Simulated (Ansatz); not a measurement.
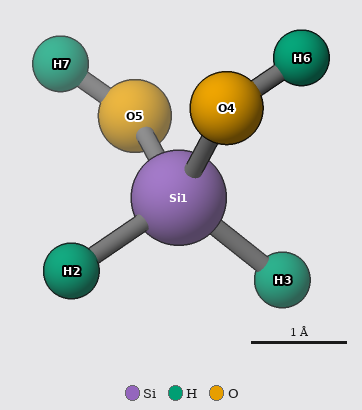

**Figure 1.** The structure as given in the input (ball-and-stick view, seen at a tilt; atoms are numbered from 1 in the order of the input). Bond lengths as drawn: H–O 0.96 Å, H–Si 1.48 Å and O–Si 1.64 Å.

Geometry relaxation of SiH4O2

- system: SiH4O2
- method: RKS PBE0-D4/def2-TZVP (Ansatz 0.2.0)

Figures and captions count atoms from 1; the log counts them from 0 in places.

## Log
```
Functional definition: PBE0
  name "PBE0"
  cite "Adamo & Barone, J. Chem. Phys. 110, 6158 (1999) doi:10.1063/1.478522"
  cite "Perdew, Burke & Ernzerhof, Phys. Rev. Lett. 77, 3865 (1996) doi:10.1103/PhysRevLett.77.3865"
  parent pbe
  parameter a = 0.25
  parameter kappa = 0.804
  parameter beta = 0.06672455060314922
  exchange = (1 - a)*pbe_x(kappa = kappa, mu = beta*pi^2/3) + a*exact_x
  correlation = pbe_c(beta = beta)
746 factors; their error is unknown
mean field evaluation 1: about -12026.2309 eV, gradient 7.0e1 eV
mean field evaluation 2: about -12014.5496 eV, gradient 1.1e2 eV
mean field evaluation 4: about -12033.6736 eV, gradient 1.3e0 eV
mean field evaluation 8: about -12033.7174 eV, gradient 2.5e-1 eV
mean field evaluation 16: about -12033.7174 eV, gradient 5.6e-5 eV
mean field -12033.71744426 eV, -442.2309593298 hartree, gradient 5.6e-5 eV, S^2 0.000000; 0 other end points of the search recorded, 0 dependent functions left out
the calculation of the forces begins
reference -12033.71746986 eV, -442.2309602707 hartree; 17, 17 occupied and 106, 106 virtual orbitals, 746 factors
relax step   1: F+E_penalty+E_count = -12033.79487936 eV  Δ(F+E_penalty+E_count) = +0.000e0 eV  max|allowed force component| = 7.257e-2 eV/Å  Δτ_max = 0.0000 Å  (24 SCF iters, accepted)
these checks for a lower state are left out or cut short: starts, cluster_reference, orbital_swaps, neighbouring_geometries, increment
746 factors; their error is unknown
mean field -12033.71757452 eV, -442.2309641170 hartree, gradient 1.1e-5 eV, S^2 0.000000; 0 other end points of the search recorded, 0 dependent functions left out
the calculation of the forces begins
reference -12033.71760012 eV, -442.2309650578 hartree; 17, 17 occupied and 106, 106 virtual orbitals, 746 factors
relax step   2: F+E_penalty+E_count = -12033.79500445 eV  Δ(F+E_penalty+E_count) = -1.251e-4 eV  max|allowed force component| = 3.948e-2 eV/Å  Δτ_max = 0.0036 Å  (30 SCF iters, accepted)
these checks for a lower state are left out or cut short: starts, cluster_reference, orbital_swaps, neighbouring_geometries, increment
746 factors; their error is unknown
mean field -12033.71756934 eV, -442.2309639266 hartree, gradient 1.1e-5 eV, S^2 0.000000; 0 other end points of the search recorded, 0 dependent functions left out
the calculation of the forces begins
reference -12033.71759493 eV, -442.2309648670 hartree; 17, 17 occupied and 106, 106 virtual orbitals, 746 factors
relax step   3: F+E_penalty+E_count = -12033.79499766 eV  Δ(F+E_penalty+E_count) = +6.797e-6 eV  max|allowed force component| = 4.377e-2 eV/Å  Δτ_max = 0.0129 Å  (29 SCF iters, rejected (line search))
these checks for a lower state are left out or cut short: starts, cluster_reference, orbital_swaps, neighbouring_geometries, increment
746 factors; their error is unknown
mean field evaluation 32: about -12033.6776 eV, gradient 4.2e-4 eV
mean field -12033.71769290 eV, -442.2309684673 hartree, gradient 1.1e-5 eV, S^2 0.000000; 0 other end points of the search recorded, 0 dependent functions left out
the calculation of the forces begins
reference -12033.71771850 eV, -442.2309694080 hartree; 17, 17 occupied and 106, 106 virtual orbitals, 746 factors
relax step   4: F+E_penalty+E_count = -12033.79512265 eV  Δ(F+E_penalty+E_count) = -1.182e-4 eV  max|allowed force component| = 9.899e-3 eV/Å  Δτ_max = 0.0063 Å  (29 SCF iters, accepted)
these checks for a lower state are left out or cut short: starts, cluster_reference, orbital_swaps, neighbouring_geometries, increment
746 factors; their error is unknown
mean field -12033.71773573 eV, -442.2309700414 hartree, gradient 1.1e-5 eV, S^2 0.000000; 0 other end points of the search recorded, 0 dependent functions left out
the calculation of the forces begins
reference -12033.71776133 eV, -442.2309709820 hartree; 17, 17 occupied and 106, 106 virtual orbitals, 746 factors
relax step   5: F+E_penalty+E_count = -12033.79515300 eV  Δ(F+E_penalty+E_count) = -3.035e-5 eV  max|allowed force component| = 9.085e-3 eV/Å  Δτ_max = 0.0076 Å  (29 SCF iters, accepted)
these checks for a lower state are left out or cut short: starts, cluster_reference, orbital_swaps, neighbouring_geometries, increment
746 factors; their error is unknown
mean field -12033.71774740 eV, -442.2309704702 hartree, gradient 1.1e-5 eV, S^2 0.000000; 0 other end points of the search recorded, 0 dependent functions left out
the calculation of the forces begins
reference -12033.71777299 eV, -442.2309714106 hartree; 17, 17 occupied and 106, 106 virtual orbitals, 746 factors
relax step   6: F+E_penalty+E_count = -12033.79516639 eV  Δ(F+E_penalty+E_count) = -1.339e-5 eV  max|allowed force component| = 1.615e-3 eV/Å  Δτ_max = 0.0031 Å  (29 SCF iters, accepted)
746 factors; their error is unknown
mean field evaluation 64: about -12033.7177 eV, gradient 3.8e-3 eV
```

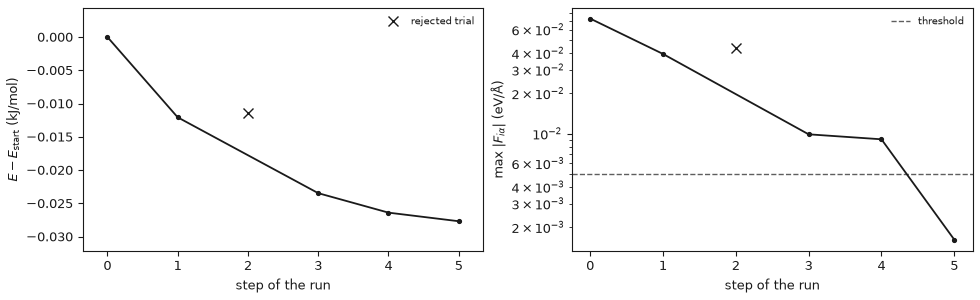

**Figure 2.** Progress of the relaxation, step by step (the first geometry is step 0 here and step 1 in the log).

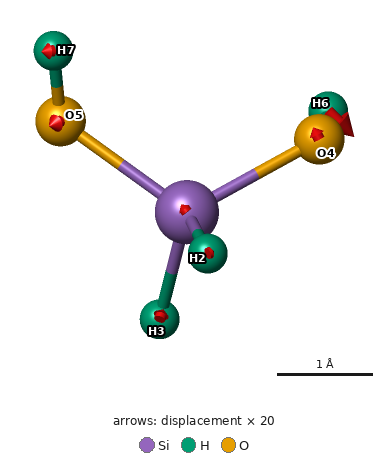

**Figure 3.** The starting structure with the displacements as red arrows, magnified 20 times (ball-and-stick view, seen at a tilt). The two geometries are laid on each other by the best rigid fit. The atom that moves furthest after the best rigid fit is H6 (0.020 Å). Largest moves by element: H 0.020 Å, O 0.009 Å, Si 0.005 Å. Over 5 geometry steps the energy falls by 0.03 kJ/mol. Largest force component: 0.073 eV/Å at the start, 0.0016 eV/Å at the end. The line search rejected the trial step at point 2 (counted from 0) and went back. (Atoms are counted from 1 in the order of the input.)

```
mean field -12033.71774740 eV, -442.2309704702 hartree, gradient 6.2e-5 eV, S^2 0.000000; 1 other end points of the search recorded, 0 dependent functions left out
the calculation of the forces begins
reference -12033.71777299 eV, -442.2309714106 hartree; 17, 17 occupied and 106, 106 virtual orbitals, 746 factors
Total energy: -12033.79519198 eV, -442.2338165059 hartree
Atom 0 at    -1.014520     0.190496    -0.220937 Å, force     0.001467     0.000365    -0.000043 eV/Å
Atom 1 at    -2.133319     0.935798    -0.842228 Å, force    -0.001410     0.001114    -0.001057 eV/Å
Atom 2 at    -1.461700    -1.018586     0.507990 Å, force    -0.000437    -0.001615     0.001268 eV/Å
Atom 3 at    -0.327867     1.283999     0.792999 Å, force     0.000036     0.000499     0.000461 eV/Å
Atom 4 at     0.021207    -0.392935    -1.353274 Å, force     0.000194    -0.000402    -0.000690 eV/Å
Atom 5 at     0.360955     0.974178     1.382857 Å, force     0.000059    -0.000063     0.000292 eV/Å
Atom 6 at     0.350859     0.218499    -2.013481 Å, force     0.000091     0.000102    -0.000231 eV/Å
Dipole moment:     0.212825     0.063034    -0.014747 e Å
```

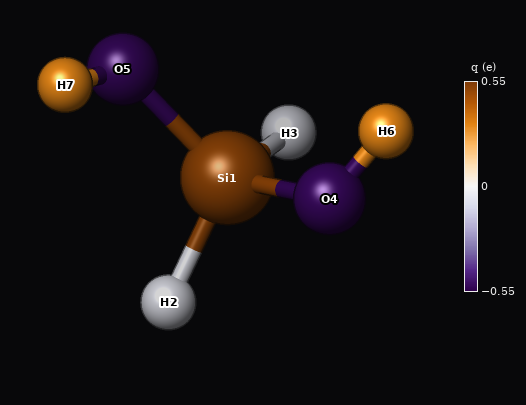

**Figure 4.** Mulliken charges, as the colour of each atom (ball-and-stick view, seen at a tilt; atoms are numbered from 1 in the order of the input). By element: Si +0.50, H −0.06 to +0.33 and O −0.52 e.

This output came from the following input.

## Input
```yaml
crystal:
  periodic: [false, false, false]
  atoms:
    - {symbol: Si, position_ang: [-1.018368, 0.191019, -0.217706]}
    - {symbol: H, position_ang: [-2.135135, 0.934100, -0.845497]}
    - {symbol: H, position_ang: [-1.467813, -1.020286, 0.505827]}
    - {symbol: O, position_ang: [-0.333368, 1.283258, 0.797420]}
    - {symbol: O, position_ang: [0.025812, -0.390761, -1.345906]}
    - {symbol: H, position_ang: [0.372461, 0.972522, 1.366926]}
    - {symbol: H, position_ang: [0.352026, 0.221597, -2.007138]}
basis:
  gaussian: {orbitals: def2-TZVP}
hamiltonian: {xc: pbe0, dispersion: d4}
relax: {f_tol: 0.005, max_steps: 200}
```

## Summary

- outcome: converged
- total energy: −12033.7952 eV
- mean-field energy: −12033.7178 eV
- dispersion energy: −0.0774 eV
- SCF solution under orbital rotations: stable
- largest force (length of the vector) at the end: 0.002 eV/Å
- dipole moment: 1.07 D
- hardware: 2 CPU threads, shared host
- wall time: 13 s (CPU time 20 s)
- peak memory: 0.23 GiB
